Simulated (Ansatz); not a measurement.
# KLiB2 (built on the sites of a database entry of LiB): following an unstable mode, part 2 of 3

Which phase does KLiB2 (built on the sites of a database entry of LiB) fall into along its unstable mode, and how much energy does it gain?

Ansatz 0.2.0; DFT PBE+D3(BJ), scalar-relativistic, plane waves, PAW.

So far, highest frequency on the path or at a solved wavevector (cm⁻¹): step 2 (the dispersion) 1350. Also lowest frequency on the path (cm⁻¹): step 2 -98.6.

The structure was built from a prototype and need not be the compound's stable phase.

### Step 5. Energy along the mode, all amplitudes (two of the runs are shown above)

An imaginary frequency means negative curvature, so the energy should fall and then rise again as anharmonic terms take over.

Numbers from this step:

```
depth at the lowest point sampled  : 11.33 meV/atom
largest atomic shift at that point : 0.45 Å
```

Energy from the parent against largest atomic shift:

```csv
largest atomic shift (Å),energy from the parent (meV/atom)
0.000,0
0.040,-0.205
0.080,-0.81
0.140,-2.39
0.220,-5.39
0.320,-9.41
0.450,-11.3
0.600,-0.126
```

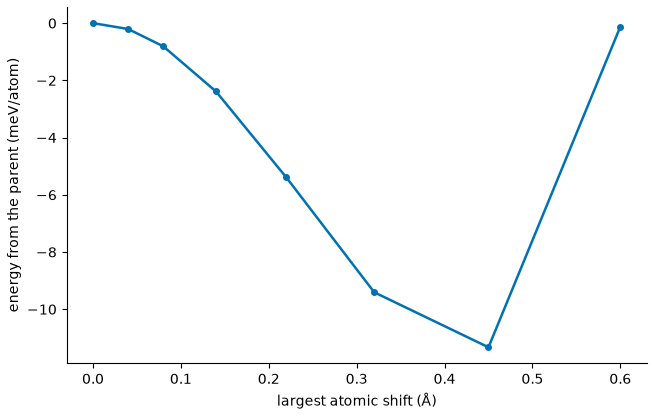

Energy from the parent, plotted against largest atomic shift.

Displacement at unit largest shift by atom:

```csv
atom,x (Å),y (Å),z (Å),size
Li1,-1.00,0.00,0.00,1.00
Li2,1.00,0.00,0.00,1.00
K3,-0.61,0.00,0.00,0.61
K4,0.61,0.00,0.00,0.61
B5,-0.48,0.00,0.00,0.48
B6,0.48,0.00,0.00,0.48
B7,-0.65,0.00,0.00,0.65
B8,0.65,0.00,0.00,0.65
```

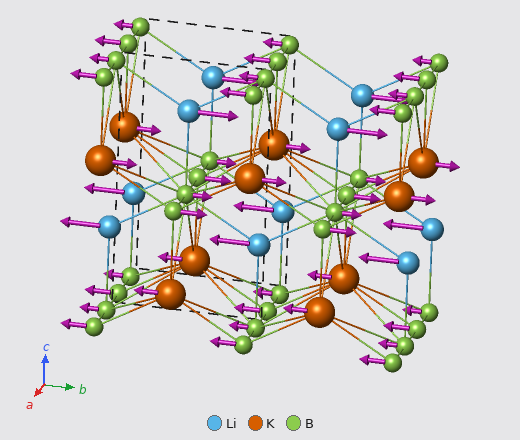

Displacement at unit largest shift as arrows, the longest 1 Å. 2×2×1 cells are drawn. Some periodic images of atoms are drawn too.

The lowest of the steps tried is at 0.45 Å, 11.3 meV/atom below the parent; the bottom of the well need not coincide with a step.

### Step 6. Relaxation from the frozen mode

Starting from the lowest point found, all atoms and the cell are let go, so that strain and other modes of the same symmetry can join in.

Input file input.yaml:

```yaml
crystal:
  lattice:
    - [0.0, 0.0, 3.1647645883]
    - [4.7979879418, 2.8112e-06, 0.0]
    - [-4.8692e-06, 8.3103588893, 0.0]
  atoms:
    - { symbol: Li, position: [0.25, 0.9062106855, 0.3333333333] }
    - { symbol: Li, position: [0.25, 0.5937893145, 0.8333333333] }
    - { symbol: K, position: [0.75, 0.4431385272, 0.1666666667] }
    - { symbol: K, position: [0.75, 0.0568614728, 0.6666666667] }
    - { symbol: B, position: [0.25, -0.0452037025, 0.0] }
    - { symbol: B, position: [0.25, 0.5452037025, 0.5] }
    - { symbol: B, position: [0.75, -0.0610095005, 0.0] }
    - { symbol: B, position: [0.75, 0.5610095005, 0.5] }
kpoints:
  mp_grid: { grid: [10, 6, 4] }
hamiltonian:
  xc: pbe
  dispersion: d3bj
scf:
  occupations: { method: methfessel_paxton, width: 0.15 }
output:
  forces: true
  stress: true
  eigenvalues: true
relax:
  adjacent_minimum: "off"
  f_tol: 0.002
  max_steps: 120
  cell: { stress_tol: 0.03 }
```

Launch:

```console
> ansatz run input.yaml --threads 8 --pin off --max-ram 14336MiB --backend cpu --events-out ev --progress --plain --runs-dir out
```

Numbers of over 12 decimals in the logs are rounded to 6 here.

Log:

```text
[...]
Crystal: 8 atoms, lattice volume = 126.189 Å³
Basis set: ecut = 420 eV, 2457 PW (Γ), exchange–correlation on 48×72×120 points (8 copies of the dense FFT grid, shifted against one another)
Bands: 26, of which v1, the nominal top of the filled ones, is band 18 counted from 1 (17 counted from 0)
Symmetry: 4 space group operations
[...]
k-points: 72 of 240 (time reversal used)
[...]
SCF iter   1: F=—  HF=-4108.576541 eV  |F-HF|=—  |Δ(HF+E_count)|=         —  Δρ=2.79e-3  dr2=1.12e-2  ethr=1.77e-3  ⟨swp⟩=8.2  Hψ=10089  notcnv=0
[...]
SCF iter   7: F=-4108.576632 eV  HF=-4108.576632 eV  |F-HF|=2.83e-9  |Δ(HF+E_count)|=   2.34e-8  S|Δr|=    0.00e0  Δρ=3.42e-6  dr2=2.77e-8  ethr=2.78e-10  ⟨swp⟩=9.5  Hψ=9272  notcnv=0
SCF 1 converged in 7 iterations: F = -4108.576632 eV  dr2 = 2.77e-8
[...]
relax step   1: F+E_penalty+E_count = -4108.57663187 eV  Δ(F+E_penalty+E_count) = +0.000e0 eV  max|allowed force component| = 3.902e-1 eV/Å  Δτ_max = 0.0000 Å  P = +0.927 GPa  Ω = 126.189 Å³  (7 SCF iters, dr2 threshold 1.00e-7 eV, accepted)
Crystal: 8 atoms, lattice volume = 129.505 Å³
Basis set: ecut = 420 eV, 2557 PW (Γ), exchange–correlation on 48×72×120 points (8 copies of the dense FFT grid, shifted against one another)
[...]
SCF iter   6: F=-4108.769410 eV  HF=-4108.769410 eV  |F-HF|=8.87e-8  |Δ(HF+E_count)|=   7.09e-7  S|Δr|=    0.00e0  Δρ=1.39e-5  dr2=5.78e-7  ethr=2.22e-9  ⟨swp⟩=5.1  Hψ=9568  notcnv=0
SCF 2 converged in 6 iterations: F = -4108.769410 eV  dr2 = 5.78e-7
relax step   2: F+E_penalty+E_count = -4108.76941026 eV  Δ(F+E_penalty+E_count) = -1.928e-1 eV  max|allowed force component| = 3.661e-1 eV/Å  Δτ_max = 0.1949 Å  P = -0.012 GPa  Ω = 129.505 Å³  energy of the carried Pulay correction = -1.539e-3 eV  (6 SCF iters, dr2 threshold 8.00e-7 eV, accepted)
Crystal: 8 atoms, lattice volume = 129.753 Å³
Basis set: ecut = 420 eV, 2553 PW (Γ), exchange–correlation on 48×72×120 points (8 copies of the dense FFT grid, shifted against one another)
[...]
SCF iter   7: F=-4109.058275 eV  HF=-4109.058275 eV  |F-HF|=6.84e-8  |Δ(HF+E_count)|=   1.68e-6  S|Δr|=    0.00e0  Δρ=1.46e-5  dr2=6.24e-7  ethr=2.22e-9  ⟨swp⟩=5.3  Hψ=9932  notcnv=0
SCF 3 converged in 7 iterations: F = -4109.058275 eV  dr2 = 6.24e-7
relax step   3: F+E_penalty+E_count = -4109.05827459 eV  Δ(F+E_penalty+E_count) = -2.889e-1 eV  max|allowed force component| = 5.855e-1 eV/Å  Δτ_max = 0.1949 Å  P = +0.239 GPa  Ω = 129.753 Å³  energy of the carried Pulay correction = -1.653e-3 eV  (7 SCF iters, dr2 threshold 8.00e-7 eV, accepted)
[... from here on, the SCF cycles and remarks between the steps are left out ...]
relax step   4: F+E_penalty+E_count = -4109.28395495 eV  Δ(F+E_penalty+E_count) = -2.257e-1 eV  max|allowed force component| = 3.108e-1 eV/Å  Δτ_max = 0.1945 Å  P = +0.819 GPa  Ω = 129.672 Å³  energy of the carried Pulay correction = -1.616e-3 eV  (7 SCF iters, dr2 threshold 8.00e-7 eV, accepted)
relax step   5: F+E_penalty+E_count = -4109.28312652 eV  Δ(F+E_penalty+E_count) = +8.284e-4 eV  max|allowed force component| = 5.057e-1 eV/Å  Δτ_max = 0.1879 Å  P = +0.744 GPa  Ω = 132.686 Å³  energy of the carried Pulay correction = -2.979e-3 eV  (6 SCF iters, dr2 threshold 8.00e-7 eV, accepted)
relax step   6: F+E_penalty+E_count = -4109.38700991 eV  Δ(F+E_penalty+E_count) = -1.039e-1 eV  max|allowed force component| = 6.943e-2 eV/Å  Δτ_max = 0.1104 Å  P = -0.285 GPa  Ω = 135.724 Å³  energy of the carried Pulay correction = -4.322e-3 eV  (6 SCF iters, dr2 threshold 8.00e-7 eV, accepted)
relax step   7: F+E_penalty+E_count = -4109.39594522 eV  Δ(F+E_penalty+E_count) = -8.935e-3 eV  max|allowed force component| = 6.174e-2 eV/Å  Δτ_max = 0.1039 Å  P = -0.092 GPa  Ω = 133.809 Å³  energy of the carried Pulay correction = -3.479e-3 eV  (6 SCF iters, dr2 threshold 8.00e-7 eV, accepted)
relax step   8: F+E_penalty+E_count = -4109.39779316 eV  Δ(F+E_penalty+E_count) = -1.848e-3 eV  max|allowed force component| = 8.408e-3 eV/Å  Δτ_max = 0.0269 Å  P = +0.086 GPa  Ω = 133.778 Å³  energy of the carried Pulay correction = -3.465e-3 eV  (6 SCF iters, dr2 threshold 2.38e-7 eV, accepted)
relax step   9: F+E_penalty+E_count = -4109.39788444 eV  Δ(F+E_penalty+E_count) = -9.128e-5 eV  max|allowed force component| = 1.743e-3 eV/Å  Δτ_max = 0.0087 Å  P = -0.001 GPa  Ω = 133.966 Å³  energy of the carried Pulay correction = -3.549e-3 eV  (5 SCF iters, dr2 threshold 1.21e-7 eV, accepted)
relax step  10: F+E_penalty+E_count = -4109.42703439 eV  Δ(F+E_penalty+E_count) = -2.915e-2 eV  max|allowed force component| = 2.545e-3 eV/Å  Δτ_max = 0.0000 Å  P = +0.190 GPa  Ω = 133.966 Å³  stress off target by 5.31e-1 GPa  SCF on the basis re-selected at this cell (its energy is not comparable with the rows above)  (7 SCF iters)
relax step  11: F+E_penalty+E_count = -4109.43090586 eV  Δ(F+E_penalty+E_count) = -3.871e-3 eV  max|allowed force component| = 1.212e-2 eV/Å  Δτ_max = 0.0232 Å  P = +0.069 GPa  Ω = 134.386 Å³  energy of the carried Pulay correction = -1.819e-4 eV  (6 SCF iters, dr2 threshold 7.04e-7 eV, accepted)
relax step  12: F+E_penalty+E_count = -4109.43140324 eV  Δ(F+E_penalty+E_count) = -4.974e-4 eV  max|allowed force component| = 1.186e-2 eV/Å  Δτ_max = 0.0194 Å  P = -0.008 GPa  Ω = 134.624 Å³  energy of the carried Pulay correction = -2.862e-4 eV  (7 SCF iters, dr2 threshold 2.89e-8 eV, accepted)
relax step  13: F+E_penalty+E_count = -4109.43155206 eV  Δ(F+E_penalty+E_count) = -1.488e-4 eV  max|allowed force component| = 1.003e-2 eV/Å  Δτ_max = 0.0095 Å  P = -0.012 GPa  Ω = 134.459 Å³  energy of the carried Pulay correction = -2.135e-4 eV  (7 SCF iters, dr2 threshold 1.36e-8 eV, accepted)
relax step  14: F+E_penalty+E_count = -4109.43166721 eV  Δ(F+E_penalty+E_count) = -1.152e-4 eV  max|allowed force component| = 1.847e-3 eV/Å  Δτ_max = 0.0056 Å  P = +0.009 GPa  Ω = 134.426 Å³  energy of the carried Pulay correction = -1.981e-4 eV  (6 SCF iters, dr2 threshold 6.29e-9 eV, accepted)
Basis set: ecut = 420 eV, 2613 PW (Γ), exchange–correlation on 48×80×100 points (8 copies of the dense FFT grid, shifted against one another)
[...]
SCF iter   6: F=-4109.432195 eV  HF=-4109.432195 eV  |F-HF|=1.82e-12  |Δ(HF+E_count)|=  5.82e-11  S|Δr|=    0.00e0  Δρ=4.30e-8  dr2=8.58e-12  ethr=1.00e-12  ⟨swp⟩=7.1  Hψ=8852  notcnv=0
SCF 15 converged in 6 iterations: F = -4109.432195 eV  dr2 = 8.58e-12
relax step  15: F+E_penalty+E_count = -4109.43219542 eV  Δ(F+E_penalty+E_count) = -5.282e-4 eV  max|allowed force component| = 1.886e-3 eV/Å  Δτ_max = 0.0000 Å  P = +0.011 GPa  Ω = 134.426 Å³  stress off target by 2.98e-2 GPa  SCF on the basis re-selected at this cell (its energy is not comparable with the rows above)  (6 SCF iters)
[...]
SCF converged after 6 iterations
[...]
Free energy (F): -4109.432195 eV
[...]
Internal energy: -4109.432034 eV  (E = F + TS)
E sigma→0 (E₀):  -4109.432155 eV
Entropy (-TS):   -0.000161 eV (-0.020 meV/atom)
Fermi energy:    5.185101 eV
Step filling:    the computed levels leave a gap of 0.0337 eV = 0.2 smearing widths at the electron count; against every level under it full and every level over it empty, smearing changes F+E_penalty+E_count by -0.450 meV and its σ→0 estimate by -0.409 meV
[...]
--- Forces (eV/Å), atoms counted from 1 ---
  atom   1  Li     0.00013433     0.00188621     0.00000000
  atom   2  Li    -0.00013433     0.00188621     0.00000000
  atom   3  K     -0.00072242    -0.00106739    -0.00000000
  atom   4  K      0.00072243    -0.00106738     0.00000000
  atom   5  B      0.00071344    -0.00090620    -0.00000000
  atom   6  B     -0.00071344    -0.00090620     0.00000000
  atom   7  B      0.00076821     0.00008793    -0.00000000
  atom   8  B     -0.00076821     0.00008793     0.00000000
  max |Σ_I F_I| component: 1.11e-6 eV/Å
--- Stress (GPa, compression-positive) ---
        0.029776       0.000000       0.000000
        0.000000       0.007618       0.000000
        0.000000       0.000000      -0.002906
  P = ⅓ Tr σ = 0.0115 GPa (0.115 kbar)
--- Band table (eV; the first three rows and the last of 72) ---
  k-point 0: bands = [... 14 lower, 2.1041, 2.3293, 2.4062, 2.4137, 5.2835, 6.2553, 8.0901, 8.2235, ... 4 higher]
  k-point 1: bands = [... 14 lower, 2.0933, 2.1826, 2.3841, 2.4321, 5.5632, 6.1325, 8.0218, 8.1263, ... 4 higher]
  k-point 2: bands = [... 14 lower, 2.0677, 2.0677, 2.4312, 2.4312, 5.9377, 5.9377, 7.9627, 7.9627, ... 4 higher]
  k-point 71: bands = [... 14 lower, 4.4928, 4.4928, 5.0165, 5.0165, 5.3571, 5.3571, 6.2016, 6.2016, ... 4 higher]
--- Relaxed structure (13 steps of the walk, 13 accepted, 2 SCFs on fresh bases) ---
  F+E_penalty+E_count = -4109.43219542 eV   max|allowed force component| = 1.886e-3 eV/Å   (the final SCF, on the basis selected at the relaxed cell)
  cell:  # Å, volume = 134.4263 Å³
    - [0, 0, 3.141171]
    - [5.841515, 3.422635838980046e-6, 0]
    - [-4.292422584293255e-6, 7.326006, 0]
  atoms:
    - { symbol: Li, position: [0.250000, 0.811929, 0.298290] }
    - { symbol: Li, position: [0.250000, 0.688071, 0.798290] }
    - { symbol: K, position: [0.750000, 0.376299, 0.153308] }
    - { symbol: K, position: [0.750000, 0.123701, 0.653308] }
    - { symbol: B, position: [0.250000, -0.072685, 0.021383] }
    - { symbol: B, position: [0.250000, 0.572685, 0.521383] }
    - { symbol: B, position: [0.750000, -0.100175, 0.027019] }
    - { symbol: B, position: [0.750000, 0.600175, 0.527019] }
```

Elapsed: 45 s, on 8 threads of Arm Neoverse V2, shared host; peak memory 0.63 GiB; 5.6 min of CPU time.

The steps of the relaxation:

```csv
step,energy less that of the first step (eV),largest force component (eV/Å),pressure (GPa),volume (Å³)
1,0.0000,0.3902,0.93,126.19
2,-0.1928,0.3661,-0.01,129.50
3,-0.4816,0.5855,0.24,129.75
4,-0.7073,0.3108,0.82,129.67
5,-0.7065,0.5057,0.74,132.69
6,-0.8104,0.0694,-0.29,135.72
7,-0.8193,0.0617,-0.09,133.81
8,-0.8212,0.0084,0.09,133.78
9,-0.8213,0.0017,0.00,133.97
10*,-0.8504,0.0025,0.19,133.97
11,-0.8543,0.0121,0.07,134.39
12,-0.8548,0.0119,-0.01,134.62
13,-0.8549,0.0100,-0.01,134.46
14,-0.8550,0.0018,0.01,134.43
15*,-0.8556,0.0019,0.01,134.43
```

Relaxation steps marked * repeat the geometry before them on a plane-wave basis chosen anew for their cell, so energy and pressure can jump there.

Forces are held to the 4 operations that the run works with; a distortion that breaks them can't arise in this run.

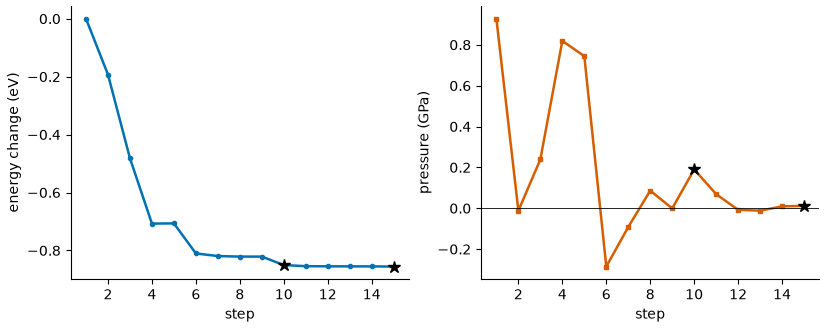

Energy and pressure along the relaxation. Stars mark steps on a basis chosen anew.

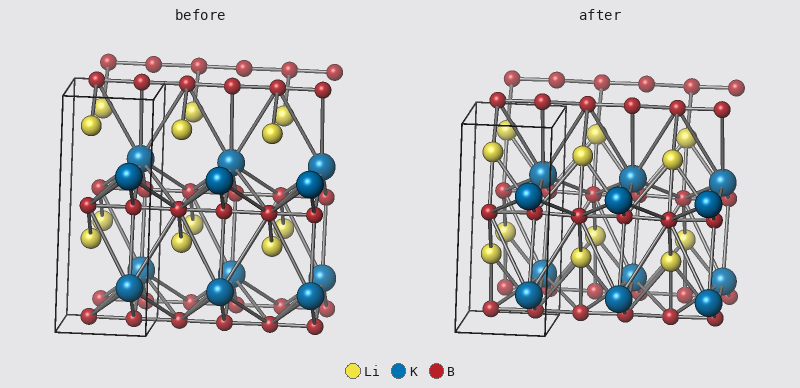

Before and after, at one scale.

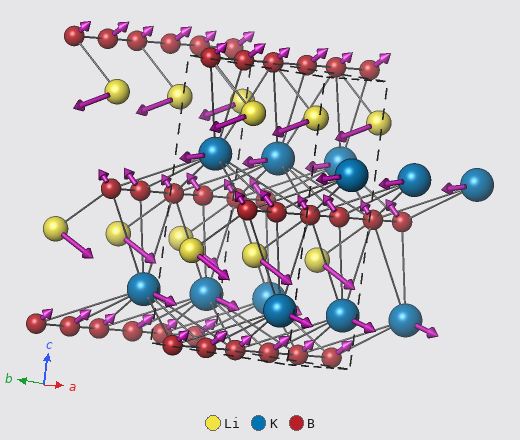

Displacements in the relaxation, exaggerated, measured against the changing cell; the longest in the cell stands for 0.61 Å. 3×2×1 cells are drawn. Some periodic images of atoms are drawn too.

```csv
cell as run,before,after,change
a (Å),3.165,3.141,-0.7 %
b (Å),4.798,5.842,+21.7 %
c (Å),8.310,7.326,-11.8 %
volume (Å³/atom),15.77,16.80,+6.5 %
```

The atoms that moved most (Å, as changes of fractional coordinates times the final cell):

```csv
atom,dx,dy,dz,length
Li1,-0.551,-0.257,0.000,0.608
Li2,0.551,-0.257,0.000,0.608
K3,-0.390,-0.098,0.000,0.403
K4,0.390,-0.098,0.000,0.403
B7,-0.229,0.198,0.000,0.303
B8,0.229,0.198,0.000,0.303
B6,0.161,0.157,0.000,0.224
B5,-0.161,0.157,0.000,0.224
```

Numbers from this step:

| Item | Value |
| --- | --- |
| pressure | 0.01150 GPa |
| volume per atom | 16.80 Å³ |

The distorted start has space group Pmc2_1; the relaxation ends in Pmc2_1.

### Step 7. The new phase in its own primitive cell

The relaxed structure is symmetrised, reduced to its primitive cell and relaxed tightly, as its phonons need.

input.yaml, the sections that differ from step 6:

```yaml
crystal:
  lattice:
    - [3.1411708206, 0.0, 0.0]
    - [0.0, 5.8415147913, 0.0]
    - [0.0, 0.0, 7.3260058024]
  atoms:
    - { symbol: Li, position: [0.0, 0.5619290419, 0.2982896829] }
    - { symbol: Li, position: [0.0, 0.4380709581, 0.7982896829] }
    - { symbol: K, position: [0.5, 0.1262986866, 0.1533075577] }
    - { symbol: K, position: [0.5, 0.8737013134, 0.6533075577] }
    - { symbol: B, position: [0.0, 0.6773153365, 0.0213832907] }
    - { symbol: B, position: [0.0, 0.3226846635, 0.5213832907] }
    - { symbol: B, position: [0.5, 0.6498245387, 0.0270194688] }
    - { symbol: B, position: [0.5, 0.3501754613, 0.5270194688] }
relax:
  adjacent_minimum: "off"
  f_tol: 0.001
  max_steps: 60
  cell: { stress_tol: 0.01 }
# kpoints, hamiltonian, scf, output: as in step 6
```

Log:

```text
[...]
Crystal: 8 atoms, lattice volume = 134.426 Å³
Basis set: ecut = 420 eV, 2613 PW (Γ), exchange–correlation on 48×80×100 points (8 copies of the dense FFT grid, shifted against one another)
Bands: 26, of which v1, the nominal top of the filled ones, is band 18 counted from 1 (17 counted from 0)
Symmetry: 4 space group operations
[...]
- [0.0, 0.0, 7.301391]
  atoms:
    - { symbol: Li, position: [0, 0.560902, 0.298662] }
    - { symbol: Li, position: [0, 0.439098, 0.798662] }
    - { symbol: K, position: [0.500000, 0.126689, 0.152126] }
    - { symbol: K, position: [0.500000, 0.873311, 0.652126] }
    - { symbol: B, position: [0, 0.678778, 0.021710] }
    - { symbol: B, position: [0, 0.321222, 0.521710] }
    - { symbol: B, position: [0.500000, 0.650988, 0.027502] }
    - { symbol: B, position: [0.500000, 0.349012, 0.527502] }
[key lines of the parts left out:]
SCF converged after 7 iterations
Free energy (F): -4109.432262 eV
Fermi energy:    5.182754 eV
P = ⅓ Tr σ = -0.0008 GPa (-0.008 kbar)
```

Elapsed: 27 s, on 8 threads; peak memory 0.62 GiB.

Step by step:

```csv
step,energy less that of the first step (eV),largest force component (eV/Å),pressure (GPa),volume (Å³)
1,0.0000,0.0019,0.01,134.43
2,0.0000,0.0019,0.00,134.50
3,0.0000,0.0019,-0.01,134.51
4,0.0000,0.0041,-0.01,134.49
5,0.0000,0.0042,0.00,134.45
6,0.0163,0.2819,-0.23,134.17
7,0.0000,0.0002,0.00,134.42
8,-0.0001,0.0006,0.00,134.40
9*,-0.0001,0.0006,0.00,134.40
```

Relaxation steps marked * repeat the geometry before them on a plane-wave basis chosen anew for their cell, so energy and pressure can jump there. Relaxation step 6 was tried and not accepted.

The run keeps the 4 symmetry operations that it works with, so distortions that break them were not tested.

| conventional cell, symmetrised | before | after | change |
| --- | --- | --- | --- |
| a (Å) | 3.141 | 3.141 | -0.0 % |
| b (Å) | 5.842 | 5.861 | +0.3 % |
| c (Å) | 7.326 | 7.301 | -0.3 % |
| volume (Å³/atom) | 16.80 | 16.80 | -0.0 % |

Final coordinates:

```cif
data_structure
_symmetry_space_group_name_H-M 'P 1'
_symmetry_Int_Tables_number 1
_cell_length_a 3.1409
_cell_length_b 5.8608
_cell_length_c 7.3014
_cell_angle_alpha 90.000
_cell_angle_beta 90.000
_cell_angle_gamma 90.000
_cell_volume 134.40
loop_
_atom_site_label
_atom_site_type_symbol
_atom_site_fract_x
_atom_site_fract_y
_atom_site_fract_z
_atom_site_occupancy
Li1 Li 0.00000 0.56090 0.29866 1
Li2 Li 0.00000 0.43910 0.79866 1
K3 K 0.50000 0.12669 0.15213 1
K4 K 0.50000 0.87331 0.65213 1
B5 B 0.00000 0.67878 0.02171 1
B6 B 0.00000 0.32122 0.52171 1
B7 B 0.50000 0.65099 0.02750 1
B8 B 0.50000 0.34901 0.52750 1
```

Numbers from this step:

```yaml
pressure: -7.51e-4 GPa
```

The largest force component left is 0.62 meV/Å and the pressure is -0.001 GPa, within the tolerances set. The cell now holds 16.80 Å³/atom.

[end of part 2 of 3]

[Logs are printed without paths, hosts, clocks, repeated set-up lines and the standing remarks that a program may print on its own settings, such as how far it seeks lower states.]

[Hosts, paths, dates, database ids (printed as entryN), source tags and the programs' standing remarks are cut or masked in the printed files.]
